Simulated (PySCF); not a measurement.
## What a change does: NMR shielding calculation on C5H11NO2Si

System: C5H11NO2Si, SMILES CC(=O)[SiH2]C(=O)N(C)C.
Method of run 1: GIAO PBE0/pcSseg-1 NMR shielding, non-relativistic, gas phase (PySCF 2.14.0).

The geometry comes from this level: PBE0-D3(BJ)/def2-SVP. Text and figures count atoms from 1; the logs count them from 0 in places.

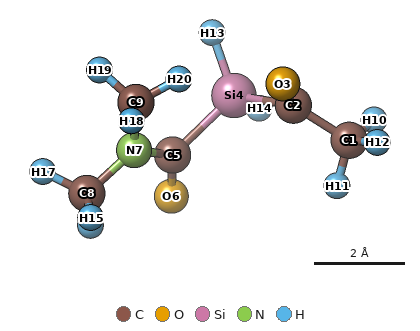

Figure 1. The structure (ball-and-stick view, seen at a tilt; atoms are numbered from 1 in the order of the input).

Input file, run 1:
```
{"job": {"kind": "nmr", "xc": "PBE0", "basis": "pcSseg-1"}, "charge": 0, "multiplicity": 1}
C      3.202521    -0.107342     0.722782
C      1.911953     0.662445     0.720194
O      1.412483     1.089810     1.739572
Si     0.957412     0.936365    -0.953271
C     -0.426177    -0.413332    -1.068447
O     -0.246402    -1.301186    -1.887846
N     -1.520216    -0.353167    -0.260396
C     -2.567625    -1.332307    -0.423583
C     -1.729517     0.672525     0.728623
H      3.940128     0.387177     0.070031
H      3.031341    -1.110038     0.295720
H      3.594347    -0.193546     1.746004
H      0.443904     2.339195    -0.936703
H      1.835666     0.712669    -2.134012
H     -2.710967    -1.913412     0.503088
H     -2.278067    -2.010439    -1.235517
H     -3.523873    -0.843043    -0.675708
H     -2.070063     0.215898     1.672080
H     -2.492920     1.404323     0.409113
H     -0.795301     1.202147     0.961778
```

The first line tells a small driver script what to run in PySCF; the rest is the geometry in Å.

Command:
```bash
OMP_NUM_THREADS=1 python <driver script> task.json out
```

Hardware: 1 CPU thread, shared host.

Output (run 1):
```
coarse grid: 17112 points
cycle   1  E = -690.8918180944  dE =  1.144e+00  |g| = 1.092e+00  |ddm| = 3.924e+00
cycle   2  E = -689.7971089478  dE =  1.095e+00  |g| = 2.554e+00  |ddm| = 3.300e+00
cycle   3  E = -691.1216294692  dE = -1.325e+00  |g| = 1.993e-01  |ddm| = 2.660e+00
cycle   4  E = -691.1256203933  dE = -3.991e-03  |g| = 1.643e-01  |ddm| = 2.908e-01
cycle   5  E = -691.1304773361  dE = -4.857e-03  |g| = 5.817e-02  |ddm| = 1.507e-01
cycle   6  E = -691.1311478064  dE = -6.705e-04  |g| = 1.058e-02  |ddm| = 4.774e-02
cycle   7  E = -691.1311694976  dE = -2.169e-05  |g| = 4.387e-03  |ddm| = 1.154e-02
cycle   8  E = -691.1311731650  dE = -3.667e-06  |g| = 1.136e-03  |ddm| = 3.450e-03
final grid: 160472 points
cycle   9  E = -691.2032918379  dE = -1.634e-06  |g| = 1.647e-02  |ddm| = 2.583e-02
cycle  10  E = -691.2031171290  dE =  1.747e-04  |g| = 3.442e-02  |ddm| = 3.490e-02
cycle  11  E = -691.2033434390  dE = -2.263e-04  |g| = 2.680e-03  |ddm| = 2.499e-02
cycle  12  E = -691.2033449582  dE = -1.519e-06  |g| = 4.531e-04  |ddm| = 2.000e-03
cycle  13  E = -691.2033449810  dE = -2.273e-08  |g| = 2.892e-04  |ddm| = 5.272e-04
cycle  14  E = -691.2033449975  dE = -1.652e-08  |g| = 3.898e-05  |ddm| = 2.449e-04
cycle  15  E = -691.2033449977  dE = -2.278e-10  |g| = 1.897e-05  |ddm| = 4.278e-05
converged SCF energy = -691.2033449977

GIAO shielding tensors (ppm)
atom      isotropic    diamagn.    paramagn.     s11        s22        s33       span
  0 C      141.461     251.905    -110.444    108.580    128.608    187.194     78.614
  1 C      -56.702     256.987    -313.690   -156.214   -112.633     98.740    254.954
  2 O     -493.478     402.999    -896.477  -1313.940   -495.283    328.788   1642.727
  3 Si     417.651     882.885    -465.234    370.859    405.168    476.925    106.066
  4 C        7.511     254.169    -246.658    -68.356     14.012     76.877    145.233
  5 O     -164.659     401.662    -566.321   -554.597   -212.730    273.350    827.948
  6 N      123.217     333.835    -210.619    -20.253    165.802    224.102    244.355
  7 C      154.051     243.609     -89.558    124.606    154.192    183.356     58.750
  8 C      146.237     249.507    -103.270    128.365    131.005    179.341     50.977
  9 H       28.567      27.331       1.236     25.948     28.384     31.368      5.420
 10 H       28.559      30.638      -2.078     26.396     28.858     30.425      4.029
 11 H       29.021      27.846       1.175     26.373     27.104     33.586      7.212
 12 H       26.588      30.240      -3.652     23.499     26.321     29.944      6.444
 13 H       26.752      30.390      -3.637     24.452     25.101     30.704      6.253
 14 H       29.369      29.093       0.276     24.554     27.435     36.118     11.565
 15 H       26.687      29.649      -2.962     21.631     27.255     31.175      9.544
 16 H       29.324      27.417       1.907     24.588     27.136     36.249     11.661
 17 H       28.795      31.780      -2.986     25.033     26.854     34.497      9.464
 18 H       28.635      30.434      -1.799     24.733     26.256     34.916     10.183
 19 H       27.220      33.034      -5.814     22.429     26.929     32.301      9.872
```

Run 2 used a changed input.

The two runs side by side:

| quantity | run 1 | run 2 |
| --- | --- | --- |
| outcome | converged | converged |
| total energy (hartree) | −691.203345 | −691.164898 |
| HOMO (eV) | −6.80 | −5.34 |
| LUMO (eV) | −1.39 | −2.40 |
| dipole moment (D) | 1.24 | 1.27 |
| shielding of C1 (ppm) | 141.5 | 136.1 |
| shielding of O3 (ppm) | −493.5 | −467.2 |
| shielding of Si4 (ppm) | 417.7 | 406.3 |
| shielding of O6 (ppm) | −164.7 | −159.1 |
| shielding of N7 (ppm) | 123.2 | 113.5 |
| shielding of C8 (ppm) | 154.1 | 149.3 |
| shielding of C9 (ppm) | 146.2 | 141.1 |
| SCF iterations | 15 | 17 |
| basis functions | 215 | 215 |
| wall time (shared host) | 41 s | 59 s |

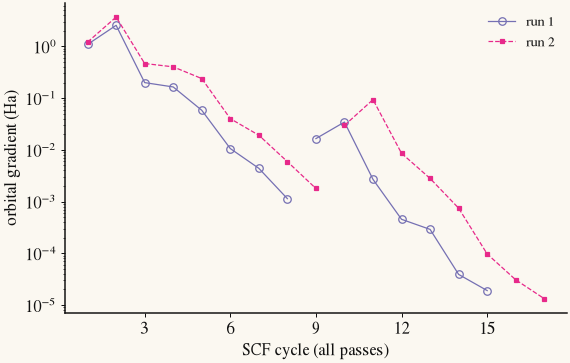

Figure 2. Convergence of the two runs: orbital gradient against the SCF cycle. A break in a curve parts two SCF passes (coarse and final grid). Run 1 takes 15 cycles in all, and run 2 takes 17.

Which change of the input explains these differences?

The change (lines with − go, lines with + come):
```diff
-"xc": "PBE0"
+"xc": "PBE"
+"pop": false
```

The total energies belong to different methods, so their difference says nothing on which is more stable or more accurate. The HOMO goes from −6.80 to −5.34 eV. The LUMO goes from −1.39 to −2.40 eV. The dipole moment goes from 1.24 to 1.27 D. Of all shieldings, the largest change is that of O3, by +26.3 ppm. The functional changes from PBE0 to PBE. Exact exchange removes part of the self-interaction error of semilocal functionals, which pushes filled and empty levels apart. The SCF takes 17 iterations against 15.

Output (run 2):
```
coarse grid: 17112 points
cycle   1  E = -690.7744085606  dE =  9.947e-01  |g| = 1.210e+00  |ddm| = 3.993e+00
cycle   2  E = -687.7827478382  dE =  2.992e+00  |g| = 3.692e+00  |ddm| = 6.712e+00
cycle   3  E = -691.0108623682  dE = -3.228e+00  |g| = 4.663e-01  |ddm| = 6.294e+00
cycle   4  E = -691.0316757760  dE = -2.081e-02  |g| = 4.024e-01  |ddm| = 7.537e-01
cycle   5  E = -691.0554232765  dE = -2.375e-02  |g| = 2.387e-01  |ddm| = 4.893e-01
cycle   6  E = -691.0669387566  dE = -1.152e-02  |g| = 4.004e-02  |ddm| = 2.031e-01
cycle   7  E = -691.0672821150  dE = -3.434e-04  |g| = 1.916e-02  |ddm| = 5.779e-02
cycle   8  E = -691.0673561351  dE = -7.402e-05  |g| = 5.909e-03  |ddm| = 1.524e-02
cycle   9  E = -691.0673623875  dE = -6.252e-06  |g| = 1.788e-03  |ddm| = 5.147e-03
final grid: 160472 points
cycle  10  E = -691.1647219382  dE =  8.671e-05  |g| = 2.962e-02  |ddm| = 3.860e-02
cycle  11  E = -691.1631404984  dE =  1.581e-03  |g| = 9.339e-02  |ddm| = 9.072e-02
cycle  12  E = -691.1648817014  dE = -1.741e-03  |g| = 8.561e-03  |ddm| = 7.440e-02
cycle  13  E = -691.1648966065  dE = -1.491e-05  |g| = 2.798e-03  |ddm| = 8.002e-03
cycle  14  E = -691.1648980345  dE = -1.428e-06  |g| = 7.448e-04  |ddm| = 2.593e-03
cycle  15  E = -691.1648981618  dE = -1.273e-07  |g| = 9.689e-05  |ddm| = 7.704e-04
cycle  16  E = -691.1648981640  dE = -2.205e-09  |g| = 3.065e-05  |ddm| = 1.500e-04
cycle  17  E = -691.1648981642  dE = -2.174e-10  |g| = 1.324e-05  |ddm| = 4.345e-05
converged SCF energy = -691.1648981642

GIAO shielding tensors (ppm)
atom      isotropic    diamagn.    paramagn.     s11        s22        s33       span
  0 C      136.116     252.391    -116.276    103.080    122.104    183.163     80.083
  1 C      -57.460     256.280    -313.739   -154.092   -106.711     88.424    242.516
  2 O     -467.226     403.391    -870.617  -1240.420   -462.511    301.252   1541.672
  3 Si     406.258     884.144    -477.886    357.158    397.229    464.387    107.229
  4 C       10.538     254.488    -243.950    -60.892     24.819     67.689    128.581
  5 O     -159.149     401.916    -561.066   -516.687   -198.189    237.428    754.116
  6 N      113.514     332.647    -219.134    -23.139    155.170    208.509    231.648
  7 C      149.297     244.245     -94.948    118.138    150.065    179.688     61.550
  8 C      141.082     250.058    -108.976    122.293    125.535    175.419     53.126
  9 H       28.442      27.438       1.004     26.022     28.312     30.992      4.970
 10 H       28.449      31.018      -2.568     26.476     28.866     30.006      3.530
 11 H       29.078      28.023       1.055     26.789     27.140     33.306      6.517
 12 H       26.297      30.464      -4.167     23.173     26.104     29.614      6.441
 13 H       26.573      30.630      -4.058     24.302     24.992     30.424      6.122
 14 H       29.302      29.177       0.125     24.598     27.504     35.803     11.204
 15 H       26.582      29.934      -3.353     21.720     27.212     30.812      9.092
 16 H       29.250      27.277       1.973     24.666     27.157     35.926     11.260
 17 H       28.736      31.776      -3.041     25.182     26.838     34.187      9.005
 18 H       28.553      30.250      -1.696     24.778     26.239     34.643      9.864
 19 H       27.066      33.352      -6.285     22.498     26.857     31.843      9.346
```
